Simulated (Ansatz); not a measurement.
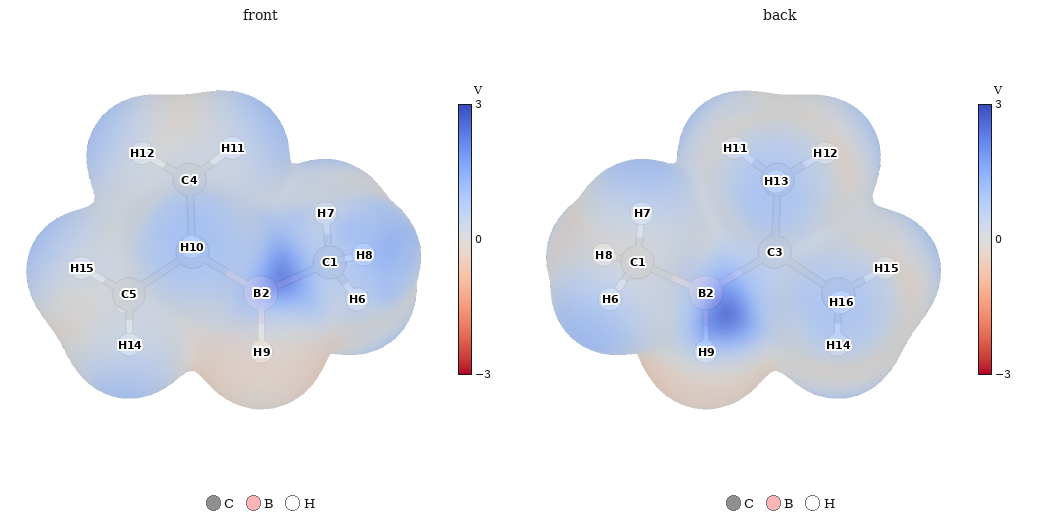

C4H11B (SMILES CBC(C)C). The molecular electrostatic potential painted on the density surface at 0.004 e/bohr³, seen from the front and from behind; the colour scale runs from red (negative) to blue (positive).

Geometry: PBE0-D4/def2-TZVP.

Method: Ansatz 0.2.0, RKS PBE0-D4/def2-TZVPP.

```xyz
16

C    -1.2168   -1.6327   -0.7883
B    -0.5127   -0.9452    0.4187
C     0.5591    0.1934    0.3245
C     0.7640    0.8262   -1.0462
C     0.3773    1.2556    1.4118
H    -2.2627   -1.8716   -0.5738
H    -1.1508   -1.1050   -1.7415
H    -0.7300   -2.6114   -0.9203
H    -0.7524   -1.3657    1.5231
H     1.4808   -0.3630    0.5854
H     0.9740    0.0785   -1.8146
H     1.5962    1.5366   -1.0391
H    -0.1283    1.3764   -1.3611
H     0.2912    0.8060    2.4034
H     1.2174    1.9562    1.4262
H    -0.5293    1.8429    1.2361
```

> Which sites attract a positive test charge, and which a negative one?

A positive charge is drawn to the negative regions and a negative charge to the positive ones. The most negative region (about −0.4 V, or −9 kcal/mol for a unit charge) lies over H9, the most positive (about +2.1 V, or +48 kcal/mol for a unit charge) over B2.
